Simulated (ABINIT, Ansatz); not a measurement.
# SnAs (Fm-3m): phonons by linear response, part 3 of 4

How does SnAs (Fm-3m) vibrate, and is this structure a minimum?

ABINIT 10.8.3; DFT PBEsol, scalar-relativistic, plane waves, PseudoDojo norm-conserving pseudopotentials.

So far. Step 4 (Ground state): The cell stands at -0.81 GPa: the relaxation ran with a smoothed and higher cutoff, and the difference is a stress of the finite basis. Step 5 (Linear response at Γ): The acoustic modes at Γ come out as far as 1.9 cm⁻¹ from zero, where they should vanish, a small numerical error. The relaxed cell has a = 5.721 Å (conventional setting).

The database entry behind the starting cell differs from later determinations by our own check (an axis about 0.7 % short against later determinations), so it need not match the best structure at ambient conditions.

## (7) Interpolated phonon bands

anaddb transforms the dynamical matrices to force constants and back along the path; points of the mesh come back as solved, but for the sum rule and, in polar crystals, the LO-TO term at Γ; the rest is interpolation.

Input file anaddb.abi:

```
ddb_filepath "all_DDB"
output_file "anaddb.abo"
outdata_prefix "anaddb"
ifcflag 1
ngqpt 2 2 2
nqshft 1
q1shft 0.0 0.0 0.0
asr 1
chneut 0
dipdip 0
dipquad 0
quadquad 0
enunit 0
eivec 0
nph1l 62
qph1l 
    0.0 0.0 0.0 1.0
    0.05 0.0 0.05 1.0
    0.1 0.0 0.1 1.0
    0.15 0.0 0.15 1.0
    0.2 0.0 0.2 1.0
    0.25 0.0 0.25 1.0
    0.3 0.0 0.3 1.0
    0.35 0.0 0.35 1.0
    0.4 0.0 0.4 1.0
    0.45 0.0 0.45 1.0
    0.5 0.0 0.5 1.0
    0.5125 0.025 0.5125 1.0
    0.525 0.05 0.525 1.0
    0.5375 0.075 0.5375 1.0
    0.55 0.1 0.55 1.0
    0.5625 0.125 0.5625 1.0
    0.575 0.15 0.575 1.0
    0.5875 0.175 0.5875 1.0
    0.6 0.2 0.6 1.0
    0.6125 0.225 0.6125 1.0
    0.625 0.25 0.625 1.0
    0.375 0.375 0.75 1.0
    0.3375 0.3375 0.675 1.0
    0.3 0.3 0.6 1.0
    0.2625 0.2625 0.525 1.0
    0.225 0.225 0.45 1.0
    0.1875 0.1875 0.375 1.0
    0.15 0.15 0.3 1.0
    0.1125 0.1125 0.225 1.0
    0.075 0.075 0.15 1.0
    0.0375 0.0375 0.075 1.0
    0.0 0.0 0.0 1.0
    0.05 0.05 0.05 1.0
    0.1 0.1 0.1 1.0
    0.15 0.15 0.15 1.0
    0.2 0.2 0.2 1.0
    0.25 0.25 0.25 1.0
    0.3 0.3 0.3 1.0
    0.35 0.35 0.35 1.0
    0.4 0.4 0.4 1.0
    0.45 0.45 0.45 1.0
    0.5 0.5 0.5 1.0
    0.5 0.475 0.525 1.0
    0.5 0.45 0.55 1.0
    0.5 0.425 0.575 1.0
    0.5 0.4 0.6 1.0
    0.5 0.375 0.625 1.0
    0.5 0.35 0.65 1.0
    0.5 0.325 0.675 1.0
    0.5 0.3 0.7 1.0
    0.5 0.275 0.725 1.0
    0.5 0.25 0.75 1.0
    0.5 0.225 0.725 1.0
    0.5 0.2 0.7 1.0
    0.5 0.175 0.675 1.0
    0.5 0.15 0.65 1.0
    0.5 0.125 0.625 1.0
    0.5 0.1 0.6 1.0
    0.5 0.075 0.575 1.0
    0.5 0.05 0.55 1.0
    0.5 0.025 0.525 1.0
    0.5 0.0 0.5 1.0
```

Input file mrgddb.in:

```
all_DDB
merged
3
dfpt_gammao_DDB
dfpt_qo_DS1_DDB
dfpt_qo_DS2_DDB
```

Command:

```
> mrgddb < mrgddb.in > mrgddb.log
> OMP_NUM_THREADS=1 anaddb anaddb.abi > anaddb.log
```

anaddb.abo, the main output file:

```text
[banners, grids, parts of the stress and lines that vanish by symmetry left out]
-outvars_anaddb: echo values of input variables ----------------------

 Flags :
[...]
Phonon wavevector (reduced coordinates) :  0.00000  0.00000  0.00000
 Phonon energies in Hartree :
[...]
Phonon frequencies in cm-1    :
-  0.000000E+00  0.000000E+00  0.000000E+00  9.281770E+01  9.281770E+01
-  9.281770E+01
[...]
Phonon wavevector (reduced coordinates) :  0.05000  0.00000  0.05000
 Phonon energies in Hartree :
[...]
Phonon frequencies in cm-1    :
-  1.773016E+01  1.773016E+01  2.756869E+01  9.389186E+01  9.470278E+01
-  9.470278E+01
[...]
Phonon wavevector (reduced coordinates) :  0.10000  0.00000  0.10000
 Phonon energies in Hartree :
[...]
Phonon frequencies in cm-1    :
-  3.391918E+01  3.391918E+01  5.344301E+01  9.675341E+01  9.962212E+01
-  9.962212E+01
[...]
Phonon wavevector (reduced coordinates) :  0.15000  0.00000  0.15000
 Phonon energies in Hartree :
[...]
Phonon frequencies in cm-1    :
-  4.719566E+01  4.719566E+01  7.535153E+01  1.011003E+02  1.058592E+02
-  1.058592E+02
[...]
Phonon wavevector (reduced coordinates) :  0.20000  0.00000  0.20000
 Phonon energies in Hartree :
[...]
Phonon frequencies in cm-1    :
-  5.650071E+01  5.650071E+01  8.839611E+01  1.094257E+02  1.116363E+02
-  1.116363E+02
  Phonon wavevector (reduced coordinates) :  0.25000  0.00000  0.25000
 Phonon energies in Hartree :
[...]
Phonon frequencies in cm-1    :
-  6.120296E+01  6.120296E+01  9.039642E+01  1.157306E+02  1.157306E+02
-  1.222662E+02
  Phonon wavevector (reduced coordinates) :  0.30000  0.00000  0.30000
 Phonon energies in Hartree :
[...]
Phonon frequencies in cm-1    :
-  6.121218E+01  6.121218E+01  8.641810E+01  1.176796E+02  1.176796E+02
-  1.340028E+02
  Phonon wavevector (reduced coordinates) :  0.35000  0.00000  0.35000
 Phonon energies in Hartree :
[...]
Phonon frequencies in cm-1    :
-  5.712719E+01  5.712719E+01  7.902902E+01  1.177327E+02  1.177327E+02
-  1.427435E+02
  Phonon wavevector (reduced coordinates) :  0.40000  0.00000  0.40000
 Phonon energies in Hartree :
[...]
Phonon frequencies in cm-1    :
-  5.045572E+01  5.045572E+01  7.017809E+01  1.166593E+02  1.166593E+02
-  1.484932E+02
  Phonon wavevector (reduced coordinates) :  0.45000  0.00000  0.45000
 Phonon energies in Hartree :
[...]
Phonon frequencies in cm-1    :
-  4.389185E+01  4.389185E+01  6.260667E+01  1.154491E+02  1.154491E+02
-  1.516739E+02
  Phonon wavevector (reduced coordinates) :  0.50000  0.00000  0.50000
 Phonon energies in Hartree :
[...]
Phonon frequencies in cm-1    :
-  4.103782E+01  4.103782E+01  5.953984E+01  1.149363E+02  1.149363E+02
-  1.526820E+02
  Phonon wavevector (reduced coordinates) :  0.51250  0.02500  0.51250
 Phonon energies in Hartree :
[...]
Phonon frequencies in cm-1    :
-  4.145518E+01  4.189424E+01  5.979905E+01  1.150287E+02  1.151218E+02
-  1.526770E+02
  Phonon wavevector (reduced coordinates) :  0.52500  0.05000  0.52500
 Phonon energies in Hartree :
[...]
Phonon frequencies in cm-1    :
-  4.267350E+01  4.434642E+01  6.056275E+01  1.153022E+02  1.156706E+02
-  1.526611E+02
  Phonon wavevector (reduced coordinates) :  0.53750  0.07500  0.53750
 Phonon energies in Hartree :
[...]
Phonon frequencies in cm-1    :
-  4.460085E+01  4.810187E+01  6.179099E+01  1.157456E+02  1.165598E+02
-  1.526306E+02
[...]
Phonon wavevector (reduced coordinates) :  0.50000  0.47500  0.52500
 Phonon energies in Hartree :
[...]
Phonon frequencies in cm-1    :
-  1.045153E+02  1.045383E+02  1.287361E+02  1.289091E+02  1.408930E+02
-  1.480258E+02
  Phonon wavevector (reduced coordinates) :  0.50000  0.45000  0.55000
 Phonon energies in Hartree :
[...]
Phonon frequencies in cm-1    :
-  1.019555E+02  1.020961E+02  1.276965E+02  1.283900E+02  1.408994E+02
-  1.469541E+02
  Phonon wavevector (reduced coordinates) :  0.50000  0.42500  0.57500
 Phonon energies in Hartree :
[...]
Phonon frequencies in cm-1    :
-  9.806435E+01  9.849223E+01  1.254001E+02  1.270920E+02  1.411239E+02
-  1.456856E+02
  Phonon wavevector (reduced coordinates) :  0.50000  0.40000  0.60000
 Phonon energies in Hartree :
[...]
Phonon frequencies in cm-1    :
-  9.327519E+01  9.416468E+01  1.214555E+02  1.249162E+02  1.415945E+02
-  1.446842E+02
  Phonon wavevector (reduced coordinates) :  0.50000  0.37500  0.62500
 Phonon energies in Hartree :
[...]
Phonon frequencies in cm-1    :
-  8.809278E+01  8.951878E+01  1.159287E+02  1.220879E+02  1.421845E+02
-  1.441107E+02
  Phonon wavevector (reduced coordinates) :  0.50000  0.35000  0.65000
 Phonon energies in Hartree :
[...]
Phonon frequencies in cm-1    :
-  8.309857E+01  8.494000E+01  1.093046E+02  1.189813E+02  1.427572E+02
-  1.438655E+02
[...]
Phonon wavevector (reduced coordinates) :  0.50000  0.02500  0.52500
 Phonon energies in Hartree :
[...]
Phonon frequencies in cm-1    :
-  4.204287E+01  4.255058E+01  6.005348E+01  1.149595E+02  1.154655E+02
-  1.526712E+02
  Phonon wavevector (reduced coordinates) :  0.50000  0.00000  0.50000
 Phonon energies in Hartree :
[...]
Phonon frequencies in cm-1    :
-  4.103782E+01  4.103782E+01  5.953984E+01  1.149363E+02  1.149363E+02
-  1.526820E+02
-
```

It took 0.51 s on 1 thread of Arm Neoverse V1, shared host.

Read from the output:

| Item | Value |
| --- | --- |
| lowest frequency on the path | 0 cm⁻¹ |

Anaddb. The phonon branches at the labelled points (cm⁻¹):

```
    point  branch 1  branch 2  branch 3  branch 4  branch 5  branch 6
        Γ         0         0         0        93        93        93
        X        41        41        60       115       115       153
        U        67        77        87       122       128       151
jump to K        67        77        87       122       128       151
        Γ         0         0         0        93        93        93
        L       105       105       129       129       141       148
        W        75        75        89       111       144       144
        X        41        41        60       115       115       153
```

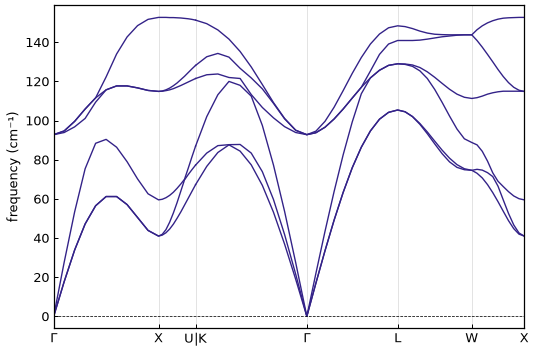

Phonon branches along the path.

All branches are real along the path.

## (8) Density of states

Sums over the zone need many more wavevectors than were solved, so the interpolation is sampled on a dense mesh.

Input file anaddb.abi:

```
ddb_filepath "all_DDB"
output_file "anaddb.abo"
outdata_prefix "anaddb"
ifcflag 1
ngqpt 2 2 2
nqshft 1
q1shft 0.0 0.0 0.0
asr 1
chneut 0
dipdip 0
dipquad 0
quadquad 0
prtdos 2
ng2qpt 14 14 14
dosdeltae 4.5563e-06
ntemper 11
temperinc 100.0
tempermin 0.0
```

Command:

```
> OMP_NUM_THREADS=1 anaddb anaddb.abi > anaddb.log
```

anaddb.abo, the main output file:

```text
-outvars_anaddb: echo values of input variables ----------------------

 Flags :
     ifcflag         1
 Miscellaneous information :
         asr         1
      chneut         0
 Interatomic Force Constants Inputs :
      dipdip         0
     dipquad         0
    quadquad         0
      ifcana         0
      ifcout         0
 Description of grid 1 :
        brav         1
       ngqpt         2         2         2
      nqshft         1
      q1shft
                     0.00000000E+00  0.00000000E+00  0.00000000E+00
 Phonon DOS information :
   dosdeltae  4.55630000E-06
    dossmear  4.55633525E-06
 Description of grid 2 (Fourier interp. or BZ sampling):
      ng2qpt        14        14        14
      ngrids         4
      q2shft         0.00000000E+00  0.00000000E+00  0.00000000E+00

================================================================================

 read the DDB information and perform some checks

  ==== Info on the Cryst% object ====
 Real(R)+Recip(G) space primitive vectors, cartesian coordinates (Bohr,Bohr^-1):
 R(1)=  0.0000000  5.4051429  5.4051429  G(1)= -0.0925045  0.0925045  0.0925045
 R(2)=  5.4051429  0.0000000  5.4051429  G(2)=  0.0925045 -0.0925045  0.0925045
 R(3)=  5.4051429  5.4051429  0.0000000  G(3)=  0.0925045  0.0925045 -0.0925045
 Unit cell volume ucvol=  3.1582865E+02 bohr^3
 Angles (23,13,12)=  6.00000000E+01  6.00000000E+01  6.00000000E+01 degrees
 Time-reversal symmetry is present
 Reduced atomic positions [iatom, xred, symbol]:
    1)    0.0000000  0.0000000  0.0000000  Sn
    2)    0.5000000  0.5000000  0.5000000  As

 DDB file with 3 blocks has been read.

================================================================================

 Calculation of the interatomic forces

       Homogeneous q point set in the B.Z.
 Grid q points  :        8
  1)   0.00000000E+00  0.00000000E+00  0.00000000E+00
  2)   5.00000000E-01  0.00000000E+00  0.00000000E+00
  3)   0.00000000E+00  5.00000000E-01  0.00000000E+00
  4)   5.00000000E-01  5.00000000E-01  0.00000000E+00
  5)   0.00000000E+00  0.00000000E+00  5.00000000E-01
  6)   5.00000000E-01  0.00000000E+00  5.00000000E-01
  7)   0.00000000E+00  5.00000000E-01  5.00000000E-01
  8)   5.00000000E-01  5.00000000E-01  5.00000000E-01

 The interatomic forces have been obtained

================================================================================

 Calculation of phonon density of states

 Average speed of sound partial sums:     0.1564249496E-02 (at units)
-                                   =           3.4221 [km/s]

 Debye frequency from partial sums:     0.8953080860E-03 (Ha)
-                                 =     0.5890844217E+01 (THz)
-Debye temperature from partial sums:     0.2827159331E+03 (K)

 Average speed of sound:     0.1898350911E-02 (at units)
-                      =           4.1530 [km/s]

 Debye frequency from DOS:     0.1086533143E-02 (Ha)
-                        =     0.7149044650E+01 (THz)
-Debye temperature from DOS:     0.3431000302E+03 (K)

-
```

Elapsed: 0.6 s, on 1 thread.

Read from the output:

- share of modes beyond 3i cm⁻¹ on the dense interpolated mesh: 0
- zero-point energy per atom: 19.91 meV
- heat capacity at 300 K: 24.37 J/(mol atoms K)
- vibrational entropy at 300 K: 42.75 J/(mol atoms K)

The phonon density of states has structure finer than the step of the table below, so its rows give means over 10 cm⁻¹, whole bins alone (the curve runs from -30 to 183 cm⁻¹). Peaks (cm⁻¹: height): 85.0: 0.0800, 122.0: 0.144, 140.0: 0.0954, 145.0: 0.0943.

Tetrahedra. Table of phonon density of states by wavenumber; means over each step:

```
wavenumber (cm⁻¹)  phonon density of states (1/cm⁻¹/cell)
                0                                  1.5e-6
               10                                  4.8e-5
               20                                  1.9e-4
               30                                  9.5e-4
               40                                 0.00228
               50                                 0.00856
               60                                  0.0229
               70                                  0.0476
               80                                  0.0746
               90                                  0.0644
              100                                  0.0435
              110                                  0.0444
              120                                   0.120
              130                                  0.0598
              140                                  0.0710
              150                                  0.0389
              160                                       0
```

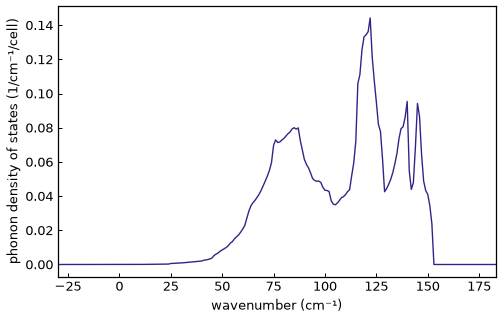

Phonon density of states, plotted against wavenumber.

Harmonic thermodynamic functions per atom, summed over the density of states scaled to three modes an atom; melting is ignored. Thermodynamic functions:

```
T (K)  F_vib (meV/atom)  S (J/mol-atom/K)  C_V (J/mol-atom/K)
    0             19.91                 0                   0
   50             19.06             5.886               12.21
  100              12.9             17.49               20.41
  200            -13.99             32.99               23.68
  300            -53.55             42.75               24.37
  400            -101.7              49.8               24.62
  500            -156.2              55.3               24.73
  600              -216             59.82                24.8
  700              -280             63.65               24.84
  800            -347.7             66.96               24.86
  900            -418.7             69.89               24.88
 1000            -492.5             72.52               24.89
```

At 300 K the heat capacity has reached 98 % of the Dulong-Petit value.

(Continued in part 4 of 4.)

[Host names and launcher messages were left out of these logs when they were recorded.]

[Logs are printed without paths, hosts, clocks, repeated set-up lines and the standing remarks that a program may print on its own settings, such as how far it seeks lower states.]

[Hosts, paths, dates, database ids (printed as entryN), source tags and the programs' standing remarks are cut or masked in the printed files.]
